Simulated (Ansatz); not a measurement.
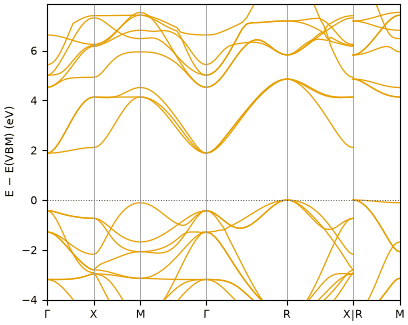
Band structure from LDA in the plane-wave PAW code Ansatz

Question: Read off the gap and where the band edges lie.

Answer: About 1.9 eV (1.88 eV by a search for the band edges); maximum at R, minimum at Γ.

The material is CaTiO3 (cubic perovskite, space group No. 221).

Space group Pm-3m (cubic perovskite). The workflow started from an entry of the Crystallography Open Database (COD), which files this formula under 5 space groups. Whether it is the stable phase at ambient conditions was not checked. Symmetry was held in the LDA relaxation. At this level the phase is dynamically unstable (imaginary phonons). No spin polarisation was allowed.

Potentials: the later of the program's two PAW sets.
